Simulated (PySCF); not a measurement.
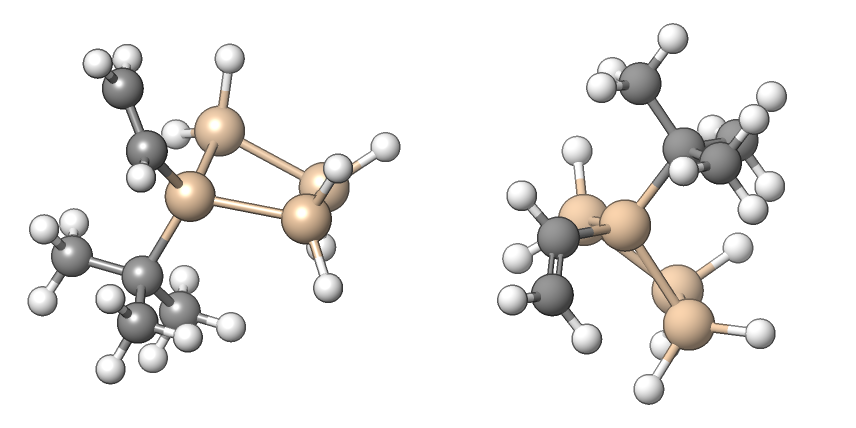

Two views of one molecule. Colours: carbon grey, silicon light orange, hydrogen white.

Computed geometry: PBE0-D3(BJ)/def2-SVP optimisation. No frequency run is at hand to confirm it as a minimum.

Question: Give the formula.

Answer: C6H18Si4, 28 atoms: 6 carbon, 18 hydrogen and 4 silicon.

Question: Write the SMILES.

Answer: C=C[Si]1(C(C)(C)C)[SiH2][SiH2][SiH2]1

Question: Describe its rings.

Answer: Independent rings (smallest set): 1 of 4 members.

Question: How many bonds of each kind are drawn?

Answer: 12 C–H, 6 Si–H, 4 C–C, 4 Si–Si, 2 C–Si.

Question: Name functional groups in it.

Answer: Among them: alkene, Si–H bond.

More results for the same structure follow; atom numbers are the same in all pictures, views and colours differ.

### Geometry

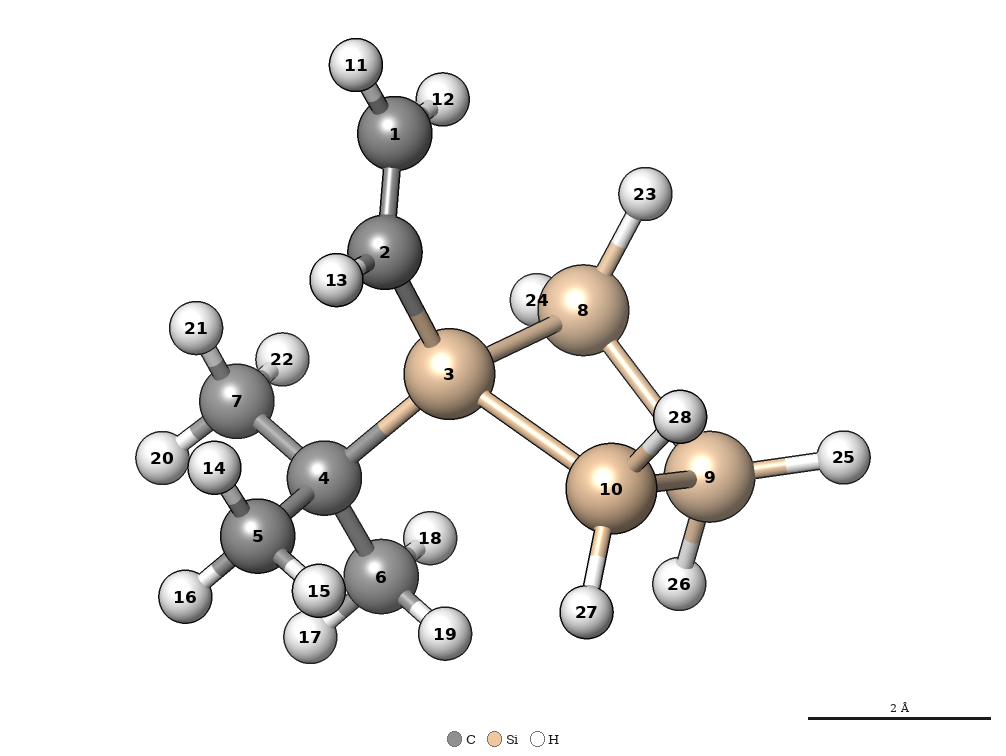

No frequency run is at hand to confirm it as a minimum.

Estimate the angles C1–C2–H13, C2–Si3–Si10, Si3–C4–C6, Si3–C4–C7, C4–Si3–Si10, C4–C5–H14, C6–C4–C7, Si8–Si9–Si10, Si8–Si9–H25, Si8–Si9–H26, Si9–Si10–H28, Si10–Si9–H26.

```
       angle  degrees
   C1–C2–H13    117.9
 C2–Si3–Si10    116.4
   Si3–C4–C6    109.4
   Si3–C4–C7    108.3
 C4–Si3–Si10    111.0
   C4–C5–H14    111.9
    C6–C4–C7    110.1
Si8–Si9–Si10     88.4
 Si8–Si9–H25    117.9
 Si8–Si9–H26    110.8
Si9–Si10–H28    110.0
Si10–Si9–H26    111.1
```

### Charges

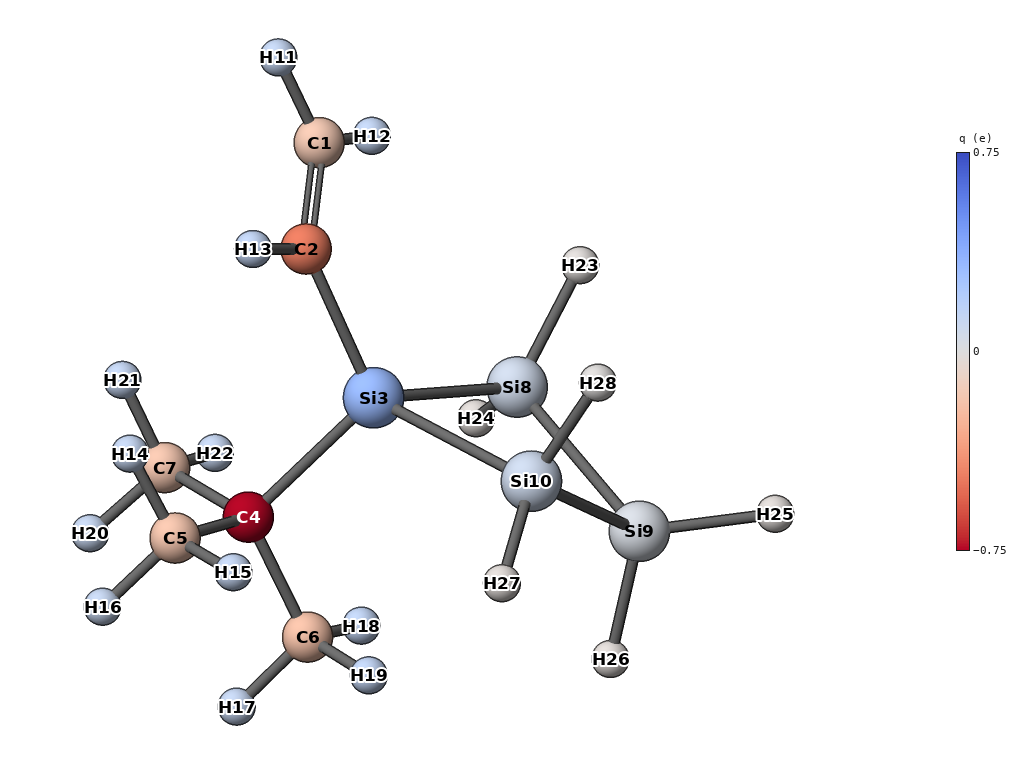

Atoms are coloured by their Mulliken charges. No frequency run is at hand to confirm it as a minimum. Level of theory: PBE0/pcSseg-1, gas phase (PySCF 2.14.0).

List the Mulliken charges.

| atom | value (e) |
| --- | --- |
| C1 | −0.16 |
| C2 | −0.46 |
| Si3 | 0.31 |
| C4 | −0.74 |
| C5 | −0.18 |
| C6 | −0.19 |
| C7 | −0.17 |
| Si8 | 0.08 |
| Si9 | 0.03 |
| Si10 | 0.09 |
| H11 | 0.13 |
| H12 | 0.13 |
| H13 | 0.14 |
| H14 | 0.12 |
| H15 | 0.12 |
| H16 | 0.11 |
| H17 | 0.12 |
| H18 | 0.14 |
| H19 | 0.14 |
| H20 | 0.11 |
| H21 | 0.13 |
| H22 | 0.12 |
| H23 | −0.01 |
| H24 | −0.02 |
| H25 | −0.02 |
| H26 | −0.02 |
| H27 | −0.02 |
| H28 | −0.01 |

### NMR shielding

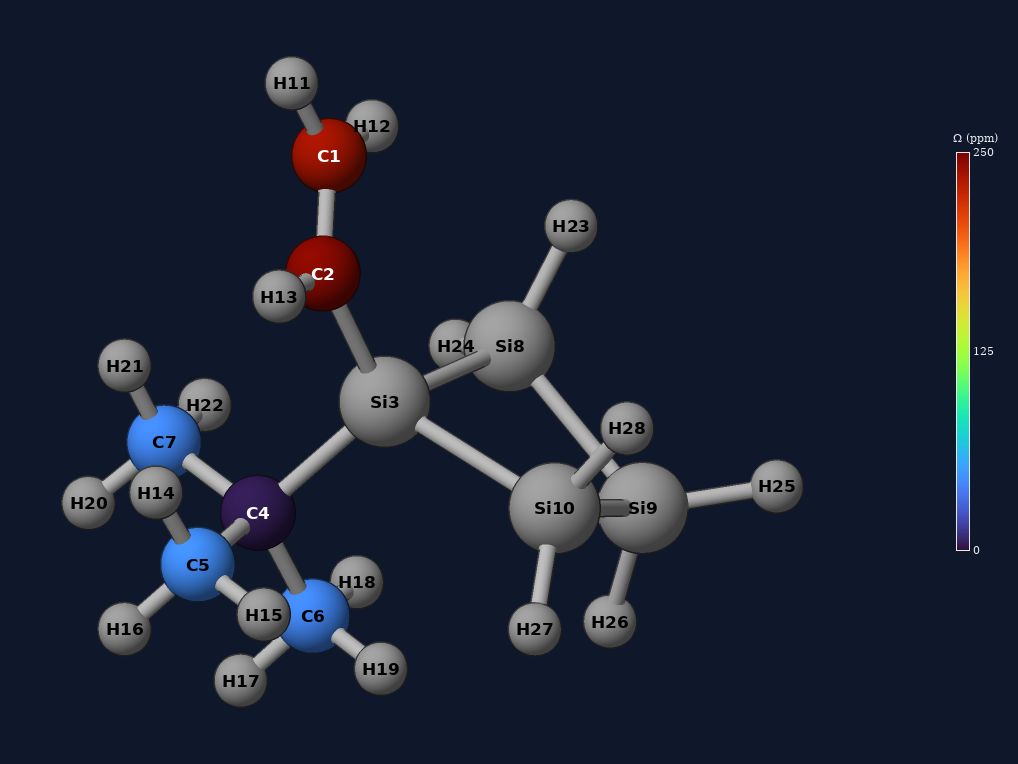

The C atoms are coloured by the span of their shielding tensor. No frequency run is at hand to confirm it as a minimum. Properties computed with GIAO PBE/pcSseg-1 NMR shielding, non-relativistic, gas phase (PySCF 2.14.0). Principal shieldings σ11 ≤ σ22 ≤ σ33, span Ω = σ33 − σ11, skew κ = 3(σiso − σ22)/Ω.

Give the shielding tensors of the C atoms.

| atom | σ11 | σ22 | σ33 | σiso | Ω | κ |
| --- | --- | --- | --- | --- | --- | --- |
| C1 | −80.8 | 37.3 | 153.9 | 36.8 | 234.7 | −0.01 |
| C2 | −76.1 | 22.4 | 167.5 | 37.9 | 243.5 | 0.19 |
| C4 | 153.8 | 154.9 | 158.3 | 155.7 | 4.5 | 0.49 |
| C5 | 133.4 | 138.7 | 180.1 | 150.7 | 46.7 | 0.77 |
| C6 | 131.5 | 135.2 | 176.4 | 147.7 | 44.9 | 0.84 |
| C7 | 134.5 | 138.5 | 178.6 | 150.5 | 44.1 | 0.82 |

Shieldings and span in ppm.

### Dipole moment

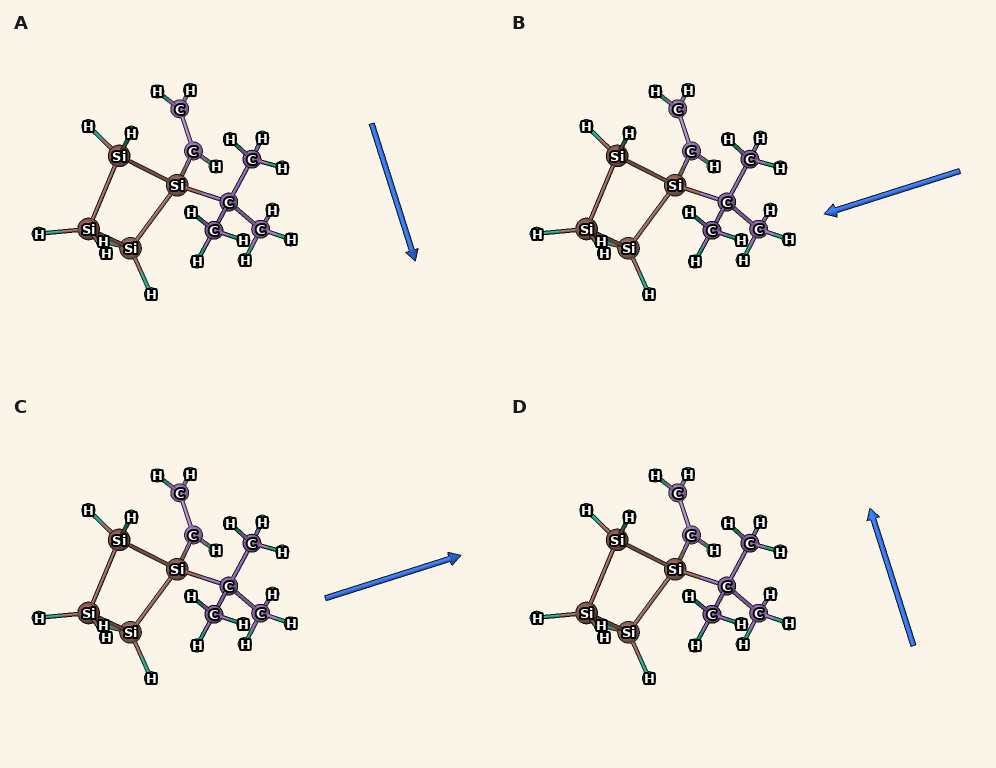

The same molecule four times, each with an arrow. No frequency run is at hand to confirm it as a minimum. Method: PBE0/pcSseg-1, gas phase (PySCF 2.14.0).

Question: Which arrow points along the dipole moment, from the negative to the positive end?

Answer: C. The dipole moment is 1.44 D.

### Ring current

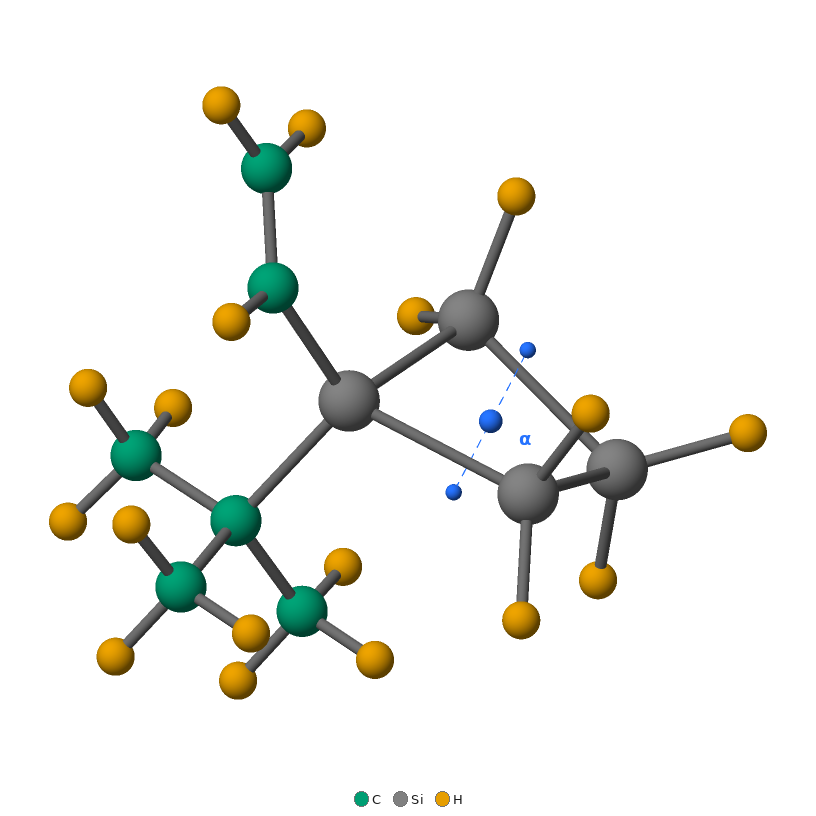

The small points mark where nucleus-independent chemical shifts (NICS) were computed: at the centre of each lettered ring and 1 Å above and below it. No frequency run is at hand to confirm it as a minimum. Level of theory: GIAO PBE0/pcSseg-1 NMR shielding, non-relativistic, gas phase (PySCF 2.14.0).

Give NICS(0), NICS(1) and the out-of-plane component NICS(1)zz for each ring (means of the two sides).

```json
{"ring": "α", "members": "Si4", "NICS(0)": "−0.3", "NICS(1)": "−2.1", "NICS(1)zz": "3.3"}
```

Values in ppm.

Mulliken values depend strongly on the basis set and can even reverse the polarity of a bond.
